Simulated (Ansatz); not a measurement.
**Molecular dynamics of AlH4OF (part 4 of 5)**

The same run, continued: AlH4OF; RKS B3LYP-D4/def2-SVP (Ansatz 0.2.0). It belongs to a series of runs on one base structure; here: dynamics from the highest image of the converged band.

Geometry of the input (Å):
```
Al -0.1097  0.3124  -0.0408
F  0.0281  0.1527  1.9091
H  1.2287  -0.1718  -0.7108
O  -1.6665  -0.2023  -0.4987
H  -1.9060  -0.9068  -1.1052
H  -0.1592  1.8669  0.6066
H  -0.0638  1.1618  1.6495
```

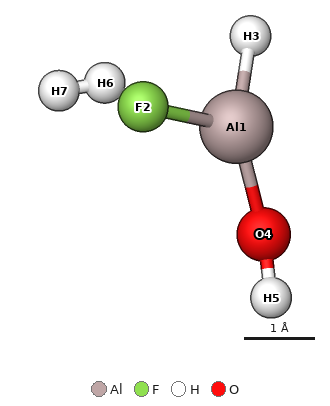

**Figure 1.** The geometry at step 107 of the log (ball-and-stick view, seen at a tilt; atoms are numbered from 1 in the order of the input).

Trajectory as extended XYZ, continued
```
7
Properties=species:S:1:pos:R:3:forces:R:3 step=73 time_fs=36.5 energy=-11423.04400 temperature=1665.6
Al   -0.1136    0.2146    0.1514   -0.2578   0.1705  -4.8972
F     0.0152    0.0822    1.6950    0.5923  -0.2011   4.5312
H     1.1082    0.4745   -0.8383   -0.1601   0.0478   0.4038
O    -1.6204   -0.1475   -0.5213    1.1276   2.0245   0.5940
H    -2.0461   -0.9214   -0.7753   -1.2580  -1.9687  -0.6623
H    -0.1606    2.8897    0.3268    0.0355   0.6464  -1.5916
H    -0.1853    2.5823    0.9757   -0.0796  -0.7194   1.6221
7
Properties=species:S:1:pos:R:3:forces:R:3 step=75 time_fs=37.5 energy=-11422.96505 temperature=1544.9
Al   -0.1144    0.2076    0.1593   -0.2804   0.3314  -5.7608
F     0.0168    0.0793    1.6864    0.6688  -0.2894   5.4131
H     1.1046    0.5166   -0.8228   -0.1832   0.0026   0.4056
O    -1.6169   -0.1432   -0.5220    0.3505   0.6459   0.1069
H    -2.0802   -0.9230   -0.7792   -0.5174  -0.6214  -0.1995
H    -0.1697    2.9409    0.3049    0.1204   0.9555  -2.4365
H    -0.2075    2.6647    0.9467   -0.1586  -1.0246   2.4713
7
Properties=species:S:1:pos:R:3:forces:R:3 step=77 time_fs=38.5 energy=-11422.95646 temperature=1527.5
Al   -0.1152    0.2007    0.1652   -0.2816   0.4827  -6.3627
F     0.0188    0.0762    1.6805    0.7304  -0.3675   6.0896
H     1.0994    0.5586   -0.8035   -0.1749  -0.0411   0.3735
O    -1.6131   -0.1385   -0.5226   -0.6704  -0.8637  -0.4514
H    -2.1191   -0.9305   -0.7851    0.4315   0.8515   0.3123
H    -0.1776    3.0007    0.2611    0.0680   0.3628  -1.1420
H    -0.2312    2.7380    0.9399   -0.1030  -0.4246   1.1808
7
Properties=species:S:1:pos:R:3:forces:R:3 step=79 time_fs=39.5 energy=-11422.89312 temperature=1431.4
Al   -0.1161    0.1940    0.1688   -0.2777   0.6114  -6.6314
F     0.0211    0.0730    1.6778    0.7654  -0.4260   6.4724
H     1.0924    0.6003   -0.7806   -0.1381  -0.0770   0.3099
O    -1.6097   -0.1343   -0.5234   -1.3880  -1.7516  -0.8060
H    -2.1542   -0.9302   -0.7880    1.0716   1.6963   0.6130
H    -0.1850    3.0640    0.2067   -0.0869  -0.3072   0.6897
H    -0.2558    2.8072    0.9441    0.0537   0.2542  -0.6476
7
Properties=species:S:1:pos:R:3:forces:R:3 step=81 time_fs=40.5 energy=-11422.82720 temperature=1332.8
Al   -0.1171    0.1875    0.1700   -0.2789   0.7085  -6.5317
F     0.0239    0.0695    1.6783    0.7653  -0.4596   6.5089
H     1.0842    0.6413   -0.7547   -0.0786  -0.0993   0.2209
O    -1.6071   -0.1311   -0.5247   -1.6089  -1.9097  -0.9001
H    -2.1792   -0.9142   -0.7853    1.2324   1.8059   0.6588
H    -0.1932    3.1246    0.1583   -0.2031  -0.5792   1.6639
H    -0.2798    2.8786    0.9426    0.1717   0.5334  -1.6206
7
Properties=species:S:1:pos:R:3:forces:R:3 step=83 time_fs=41.5 energy=-11422.87260 temperature=1402.2
Al   -0.1182    0.1813    0.1689   -0.2818   0.7722  -6.0736
F     0.0270    0.0659    1.6821    0.7273  -0.4692   6.1955
H     1.0752    0.6813   -0.7268   -0.0046  -0.1068   0.1150
O    -1.6054   -0.1291   -0.5266   -1.2553  -1.3752  -0.7395
H    -2.1928   -0.8813   -0.7764    0.8433   1.2189   0.4606
H    -0.2033    3.1798    0.1253   -0.2464  -0.5684   1.8484
H    -0.3023    2.9549    0.9261    0.2175   0.5284  -1.8064
7
Properties=species:S:1:pos:R:3:forces:R:3 step=85 time_fs=42.5 energy=-11422.99777 temperature=1592.4
Al   -0.1194    0.1753    0.1656   -0.2688   0.8064  -5.3086
F     0.0305    0.0619    1.6890    0.6548  -0.4605   5.5770
H     1.0662    0.7203   -0.6977    0.0728  -0.1025   0.0029
O    -1.6045   -0.1279   -0.5289   -0.3015  -0.2279  -0.3614
H    -2.1987   -0.8371   -0.7632   -0.1317   0.0176   0.0516
H    -0.2157    3.2296    0.1099   -0.2153  -0.4008   1.4555
H    -0.3228    3.0363    0.8925    0.1896   0.3676  -1.4170
7
Properties=species:S:1:pos:R:3:forces:R:3 step=87 time_fs=43.5 energy=-11423.08265 temperature=1722.2
Al   -0.1206    0.1696    0.1605   -0.2102   0.8223  -4.3147
F     0.0343    0.0578    1.6988    0.5565  -0.4391   4.7327
H     1.0579    0.7584   -0.6687    0.1415  -0.0923  -0.1042
O    -1.6038   -0.1268   -0.5314    0.9095   1.0571   0.0497
H    -2.2061   -0.7928   -0.7496   -1.3753  -1.3187  -0.3969
H    -0.2301    3.2757    0.1077   -0.0241  -0.0480   0.0628
H    -0.3415    3.1210    0.8460    0.0021   0.0186  -0.0294
7
Properties=species:S:1:pos:R:3:forces:R:3 step=89 time_fs=44.5 energy=-11423.08554 temperature=1730.9
Al   -0.1220    0.1642    0.1538   -0.0722   0.8323  -3.1822
F     0.0384    0.0534    1.7109    0.4438  -0.4111   3.7581
H     1.0509    0.7955   -0.6406    0.1892  -0.0860  -0.1954
O    -1.6026   -0.1251   -0.5339    1.3795   1.4547   0.1277
H    -2.2262   -0.7606   -0.7396   -1.9218  -1.7621  -0.5363
H    -0.2446    3.3213    0.1057    0.3046   0.2875  -1.9071
H    -0.3603    3.2059    0.7997   -0.3233  -0.3153   1.9352
7
Properties=species:S:1:pos:R:3:forces:R:3 step=91 time_fs=45.5 energy=-11423.14986 temperature=1830.4
Al   -0.1234    0.1591    0.1459    0.1578   0.8500  -2.0036
F     0.0427    0.0488    1.7250    0.3269  -0.3818   2.7430
H     1.0457    0.8318   -0.6143    0.2059  -0.0945  -0.2629
O    -1.6005   -0.1225   -0.5363    0.4562   0.5579  -0.2587
H    -2.2638   -0.7444   -0.7344   -1.1306  -0.9055  -0.2417
H    -0.2563    3.3695    0.0863    0.4471   0.2720  -2.4980
H    -0.3820    3.2880    0.7710   -0.4634  -0.2981   2.5218
7
Properties=species:S:1:pos:R:3:forces:R:3 step=93 time_fs=46.5 energy=-11423.26137 temperature=1997.1
Al   -0.1247    0.1543    0.1374    0.4522   0.8843  -0.8664
F     0.0472    0.0440    1.7405    0.2122  -0.3538   1.7563
H     1.0425    0.8672   -0.5906    0.1861  -0.1246  -0.3033
O    -1.5982   -0.1197   -0.5389   -1.1296  -0.7369  -0.7848
H    -2.3118   -0.7367   -0.7314    0.2941   0.3545   0.1772
H    -0.2641    3.4201    0.0445    0.1686   0.0438  -0.8936
H    -0.4080    3.3674    0.7650   -0.1836  -0.0674   0.9146
7
Properties=species:S:1:pos:R:3:forces:R:3 step=95 time_fs=47.5 energy=-11423.23382 temperature=1957.3
Al   -0.1259    0.1498    0.1285    0.7537   0.9380   0.1583
F     0.0518    0.0391    1.7568    0.1034  -0.3283   0.8432
H     1.0410    0.9014   -0.5698    0.1317  -0.1766  -0.3186
O    -1.5966   -0.1173   -0.5420   -2.3793  -1.5907  -1.1437
H    -2.3573   -0.7259   -0.7269    1.4046   1.1798   0.4422
H    -0.2702    3.4712   -0.0058   -0.2117  -0.0502   0.9505
H    -0.4356    3.4461    0.7676    0.1975   0.0282  -0.9319
7
Properties=species:S:1:pos:R:3:forces:R:3 step=97 time_fs=48.5 energy=-11423.14363 temperature=1821.6
Al   -0.1268    0.1457    0.1197    1.0044   1.0050   1.0267
F     0.0564    0.0339    1.7736    0.0029  -0.3055   0.0284
H     1.0408    0.9339   -0.5520    0.0522  -0.2456  -0.3148
O    -1.5964   -0.1158   -0.5457   -2.8856  -1.8247  -1.2575
H    -2.3897   -0.7041   -0.7183    1.8389   1.3937   0.5010
H    -0.2783    3.5220   -0.0476   -0.4200  -0.0123   1.8257
H    -0.4615    3.5249    0.7620    0.4072  -0.0107  -1.8095
7
Properties=species:S:1:pos:R:3:forces:R:3 step=99 time_fs=49.5 energy=-11423.13060 temperature=1801.0
Al   -0.1274    0.1419    0.1112    1.1646   1.0728   1.7252
F     0.0610    0.0286    1.7904   -0.0874  -0.2854  -0.6788
H     1.0410    0.9640   -0.5372   -0.0381  -0.3234  -0.3003
O    -1.5979   -0.1154   -0.5502   -2.5409  -1.4989  -1.1460
H    -2.4049   -0.6693   -0.7049    1.5129   1.0584   0.3865
H    -0.2903    3.5726   -0.0724   -0.4599   0.0544   1.9087
H    -0.4835    3.6036    0.7395    0.4488  -0.0779  -1.8952
7
Properties=species:S:1:pos:R:3:forces:R:3 step=101 time_fs=50.5 energy=-11423.17629 temperature=1867.8
Al   -0.1275    0.1385    0.1034    1.2219   1.1284   2.2656
F     0.0657    0.0232    1.8069   -0.1660  -0.2673  -1.2792
H     1.0409    0.9911   -0.5252   -0.1238  -0.4005  -0.2832
O    -1.6009   -0.1158   -0.5554   -1.3014  -0.6955  -0.8627
H    -2.4062   -0.6247   -0.6880    0.3786   0.2576   0.1485
H    -0.3066    3.6238   -0.0793   -0.3256   0.0780   1.2840
H    -0.5013    3.6816    0.6991    0.3164  -0.1006  -1.2731
7
Properties=species:S:1:pos:R:3:forces:R:3 step=103 time_fs=51.5 energy=-11423.14144 temperature=1812.4
Al   -0.1272    0.1355    0.0964    1.1933   1.1620   2.6796
F     0.0702    0.0177    1.8227   -0.2317  -0.2498  -1.7785
H     1.0396    1.0143   -0.5160   -0.1912  -0.4660  -0.2698
O    -1.6047   -0.1167   -0.5611    0.5185   0.3028  -0.5390
H    -2.4042   -0.5777   -0.6696   -1.2818  -0.7255  -0.1006
H    -0.3259    3.6756   -0.0745    0.0852  -0.0561  -0.3343
H    -0.5163    3.7588    0.6473   -0.0923   0.0326   0.3427
7
Properties=species:S:1:pos:R:3:forces:R:3 step=105 time_fs=52.5 energy=-11422.99811 temperature=1597.4
Al   -0.1265    0.1329    0.0903    1.1150   1.1655   3.0074
F     0.0746    0.0120    1.8376   -0.2834  -0.2318  -2.1844
H     1.0366    1.0330   -0.5094   -0.2297  -0.5117  -0.2646
O    -1.6082   -0.1175   -0.5671    1.7382   0.8251  -0.3855
H    -2.4141   -0.5374   -0.6521   -2.3349  -1.2224  -0.1793
H    -0.3442    3.7267   -0.0731    0.6063  -0.3726  -2.1724
H    -0.5323    3.8363    0.5989   -0.6115   0.3479   2.1788
7
Properties=species:S:1:pos:R:3:forces:R:3 step=107 time_fs=53.5 energy=-11422.96628 temperature=1546.8
Al   -0.1253    0.1308    0.0853    1.0111   1.1364   3.2797
F     0.0788    0.0062    1.8514   -0.3215  -0.2129  -2.5068
H     1.0313    1.0469   -0.5053   -0.2336  -0.5320  -0.2692
O    -1.6107   -0.1177   -0.5734    1.2168   0.4542  -0.4594
H    -2.4453   -0.5082   -0.6362   -1.6692  -0.8203  -0.0494
H    -0.3570    3.7744   -0.0914    0.6594  -0.4974  -2.2186
H    -0.5538    3.9171    0.5702   -0.6630   0.4720   2.2237
7
Properties=species:S:1:pos:R:3:forces:R:3 step=109 time_fs=54.5 energy=-11423.00436 temperature=1599.7
Al   -0.1239    0.1290    0.0815    0.8724   1.0749   3.5033
F     0.0829    0.0002    1.8640   -0.3485  -0.1926  -2.7588
H     1.0238    1.0557   -0.5038   -0.2025  -0.5245  -0.2836
O    -1.6125   -0.1177   -0.5799   -0.4096  -0.2959  -0.5694
H    -2.4918   -0.4867   -0.6207    0.0907  -0.0364   0.1042
H    -0.3640    3.8176   -0.1296    0.1395  -0.1368  -0.4416
H    -0.5813    4.0021    0.5616   -0.1420   0.1114   0.4459
7
Properties=species:S:1:pos:R:3:forces:R:3 step=111 time_fs=55.5 energy=-11422.91187 temperature=1460.2
Al   -0.1221    0.1277    0.0789    0.6714   0.9834   3.6670
F     0.0868   -0.0058    1.8751   -0.3677  -0.1708  -2.9544
H     1.0144    1.0595   -0.5050   -0.1405  -0.4901  -0.3061
O    -1.6145   -0.1179   -0.5868   -1.7723  -0.8023  -0.5691
H    -2.5375   -0.4656   -0.6043    1.6105   0.5056   0.1587
H    -0.3695    3.8596   -0.1724   -0.3765   0.3396   1.1466
H    -0.6101    4.0881    0.5575    0.3749  -0.3654  -1.1427
7
Properties=species:S:1:pos:R:3:forces:R:3 step=113 time_fs=56.5 energy=-11422.79320 temperature=1280.4
Al   -0.1200    0.1266    0.0776    0.3939   0.8664   3.7593
F     0.0906   -0.0119    1.8848   -0.3821  -0.1473  -3.1048
H     1.0037    1.0586   -0.5092   -0.0543  -0.4335  -0.3337
O    -1.6176   -0.1185   -0.5940   -2.2719  -0.9229  -0.4573
H    -2.5684   -0.4400   -0.5864    2.3148   0.6646   0.1331
H    -0.3785    3.9047   -0.2047   -0.6099   0.6129   1.7803
H    -0.6356    4.1707    0.5430    0.6094  -0.6402  -1.7769
7
Properties=species:S:1:pos:R:3:forces:R:3 step=115 time_fs=57.5 energy=-11422.79028 temperature=1275.2
Al   -0.1179    0.1259    0.0777    0.0512   0.7300   3.7772
F     0.0941   -0.0181    1.8928   -0.3933  -0.1223  -3.2178
H     0.9924    1.0536   -0.5165    0.0463  -0.3636  -0.3623
O    -1.6220   -0.1197   -0.6015   -1.8373  -0.7327  -0.2895
H    -2.5776   -0.4081   -0.5673    2.1327   0.5158   0.0896
H    -0.3932    3.9556   -0.2204   -0.6047   0.6557   1.6968
H    -0.6554    4.2473    0.5119    0.6052  -0.6827  -1.6940
7
Properties=species:S:1:pos:R:3:forces:R:3 step=117 time_fs=58.5 energy=-11422.87442 temperature=1400.7
Al   -0.1157    0.1255    0.0791   -0.3218   0.5865   3.7280
F     0.0975   -0.0243    1.8992   -0.4020  -0.0956  -3.2981
H     0.9816    1.0451   -0.5273    0.1487  -0.2914  -0.3864
O    -1.6275   -0.1213   -0.6092   -0.4834  -0.3205  -0.1467
H    -2.5670   -0.3715   -0.5473    1.0575   0.1466   0.1007
H    -0.4135    4.0125   -0.2202   -0.3233   0.3693   0.8737
H    -0.6695    4.3176    0.4650    0.3243  -0.3948  -0.8712
7
Properties=species:S:1:pos:R:3:forces:R:3 step=119 time_fs=59.5 energy=-11422.88112 temperature=1409.8
Al   -0.1136    0.1252    0.0819   -0.6744   0.4522   3.6269
F     0.1006   -0.0306    1.9040   -0.4081  -0.0670  -3.3472
H     0.9722    1.0338   -0.5418    0.2382  -0.2289  -0.3987
O    -1.6332   -0.1231   -0.6170    1.5460   0.1724  -0.1215
H    -2.5467   -0.3335   -0.5262   -0.7033  -0.3040   0.2384
H    -0.4367    4.0727   -0.2122    0.2931  -0.3897  -0.7393
H    -0.6807    4.3844    0.4103   -0.2915   0.3649   0.7415
7
Properties=species:S:1:pos:R:3:forces:R:3 step=121 time_fs=60.5 energy=-11422.78992 temperature=1276.3
Al   -0.1117    0.1252    0.0859   -0.9541   0.3425   3.4915
F     0.1035   -0.0369    1.9071   -0.4105  -0.0366  -3.3637
H     0.9651    1.0203   -0.5601    0.3005  -0.1876  -0.3914
O    -1.6381   -0.1249   -0.6248    3.2299   0.4755  -0.2037
H    -2.5329   -0.2983   -0.5028   -2.1678  -0.5698   0.4655
H    -0.4571    4.1291   -0.2112    0.8675  -1.2034  -2.0861
H    -0.6947    4.4547    0.3626   -0.8655   1.1793   2.0880
7
Properties=species:S:1:pos:R:3:forces:R:3 step=123 time_fs=61.5 energy=-11422.83712 temperature=1346.5
Al   -0.1102    0.1252    0.0912   -1.1293   0.2686   3.3304
F     0.1062   -0.0432    1.9084   -0.4086  -0.0047  -3.3451
H     0.9608    1.0050   -0.5821    0.3245  -0.1755  -0.3570
O    -1.6410   -0.1263   -0.6328    3.2113   0.4055  -0.1656
H    -2.5389   -0.2683   -0.4750   -2.0003  -0.4706   0.5357
H    -0.4697    4.1746   -0.2289    0.6930  -1.0270  -1.5707
H    -0.7165    4.5357    0.3336   -0.6907   1.0038   1.5723
7
Properties=species:S:1:pos:R:3:forces:R:3 step=125 time_fs=62.5 energy=-11422.94354 temperature=1505.8
Al   -0.1092    0.1253    0.0977   -1.2042   0.2329   3.1339
F     0.1088   -0.0496    1.9081   -0.4028   0.0275  -3.2902
H     0.9597    0.9880   -0.6076    0.3055  -0.1944  -0.2910
O    -1.6421   -0.1275   -0.6409    1.6795   0.1572   0.1540
H    -2.5631   -0.2427   -0.4423   -0.3807  -0.2009   0.2919
H    -0.4760    4.2108   -0.2610   -0.0110   0.0056   0.0318
H    -0.7446    4.6258    0.3189    0.0136  -0.0280  -0.0304
7
Properties=species:S:1:pos:R:3:forces:R:3 step=127 time_fs=63.5 energy=-11422.92298 temperature=1477.5
Al   -0.1085    0.1256    0.1053   -1.2079   0.2282   2.8810
F     0.1111   -0.0559    1.9061   -0.3944   0.0588  -3.1992
H     0.9614    0.9691   -0.6358    0.2467  -0.2392  -0.1933
O    -1.6421   -0.1286   -0.6488    0.0554  -0.0012   0.6068
H    -2.5909   -0.2192   -0.4069    1.2973  -0.0247  -0.0964
H    -0.4823    4.2470   -0.2931   -0.5506   0.8786   1.1402
H    -0.7726    4.7157    0.3044    0.5534  -0.9005  -1.1391
7
Properties=species:S:1:pos:R:3:forces:R:3 step=129 time_fs=64.5 energy=-11422.87912 temperature=1413.1
Al   -0.1082    0.1259    0.1140   -1.1724   0.2410   2.5540
F     0.1132   -0.0622    1.9024   -0.3846   0.0872  -3.0705
H     0.9654    0.9479   -0.6658    0.1593  -0.2990  -0.0692
O    -1.6421   -0.1297   -0.6564   -0.8410  -0.0169   0.9979
H    -2.6068   -0.1959   -0.3724    2.2357   0.0093  -0.4132
H    -0.4936    4.2912   -0.3148   -0.7430   1.2358   1.4682
H    -0.7956    4.7973    0.2794    0.7461  -1.2574  -1.4673
7
Properties=species:S:1:pos:R:3:forces:R:3 step=131 time_fs=65.5 energy=-11422.93859 temperature=1504.2
Al   -0.1084    0.1263    0.1235   -1.1209   0.2554   2.1471
F     0.1151   -0.0685    1.8972   -0.3740   0.1109  -2.9000
H     0.9710    0.9239   -0.6965    0.0590  -0.3598   0.0713
O    -1.6426   -0.1308   -0.6634   -0.9013   0.0551   1.2298
H    -2.6018   -0.1726   -0.3417    2.3342  -0.0419  -0.5489
H    -0.5119    4.3470   -0.3227   -0.6491   1.1188   1.2254
H    -0.8116    4.8672    0.2407    0.6520  -1.1384  -1.2247
7
Properties=species:S:1:pos:R:3:forces:R:3 step=133 time_fs=66.5 energy=-11423.06828 temperature=1700.4
Al   -0.1090    0.1267    0.1338   -1.0656   0.2607   1.6668
F     0.1168   -0.0747    1.8906   -0.3619   0.1282  -2.6817
H     0.9771    0.8964   -0.7265   -0.0378  -0.4082   0.2157
O    -1.6436   -0.1319   -0.6697   -0.1772   0.1551   1.2258
H    -2.5749   -0.1497   -0.3162    1.6397  -0.1182  -0.4270
H    -0.5362    4.4132   -0.3193   -0.2051   0.3634   0.3708
H    -0.8216    4.9265    0.1907    0.2080  -0.3808  -0.3705
7
Properties=species:S:1:pos:R:3:forces:R:3 step=135 time_fs=67.5 energy=-11423.11211 temperature=1767.7
Al   -0.1100    0.1273    0.1447   -1.0086   0.2508   1.1300
F     0.1183   -0.0808    1.8825   -0.3470   0.1374  -2.4089
H     0.9829    0.8650   -0.7544   -0.1175  -0.4347   0.3506
O    -1.6446   -0.1329   -0.6752    1.2260   0.2269   0.9058
H    -2.5327   -0.1279   -0.2945    0.2444  -0.1647   0.0223
H    -0.5622    4.4824   -0.3126    0.5434  -1.0195  -0.9102
H    -0.8298    4.9826    0.1373   -0.5406   1.0038   0.9104
7
Properties=species:S:1:pos:R:3:forces:R:3 step=137 time_fs=68.5 energy=-11423.07131 temperature=1710.4
Al   -0.1113    0.1280    0.1560   -0.9470   0.2242   0.5590
F     0.1197   -0.0869    1.8733   -0.3270   0.1372  -2.0742
H     0.9876    0.8295   -0.7790   -0.1701  -0.4339   0.4644
O    -1.6450   -0.1337   -0.6802    2.7978   0.2284   0.3620
H    -2.4884   -0.1077   -0.2724   -1.3563  -0.1417   0.6889
H    -0.5832    4.5421   -0.3142    0.9917  -1.9337  -1.5501
H    -0.8430    5.0480    0.0924   -0.9891   1.9194   1.5500
7
Properties=species:S:1:pos:R:3:forces:R:3 step=139 time_fs=69.5 energy=-11423.12052 temperature=1783.6
Al   -0.1130    0.1287    0.1676   -0.8835   0.1832  -0.0263
F     0.1209   -0.0928    1.8630   -0.2987   0.1261  -1.6713
H     0.9907    0.7898   -0.7992   -0.1899  -0.4048   0.5475
O    -1.6436   -0.1344   -0.6850    3.4473   0.1966   0.0928
H    -2.4565   -0.0888   -0.2439   -2.0778  -0.0882   1.0577
H    -0.5953    4.5844   -0.3298    0.5495  -1.1133  -0.7959
H    -0.8650    5.1307    0.0613   -0.5470   1.1003   0.7956
7
Properties=species:S:1:pos:R:3:forces:R:3 step=141 time_fs=70.5 energy=-11423.17925 temperature=1871.8
Al   -0.1149    0.1295    0.1791   -0.8313   0.1321  -0.6159
F     0.1219   -0.0988    1.8518   -0.2597   0.1026  -1.1972
H     0.9919    0.7463   -0.8141   -0.1746  -0.3500   0.5936
O    -1.6403   -0.1350   -0.6896    2.6087   0.2406   0.5695
H    -2.4436   -0.0708   -0.2058   -1.3455  -0.1135   0.6505
H    -0.6024    4.6165   -0.3528   -0.2071   0.4348   0.2784
H    -0.8922    5.2234    0.0376    0.2095  -0.4467  -0.2791
```
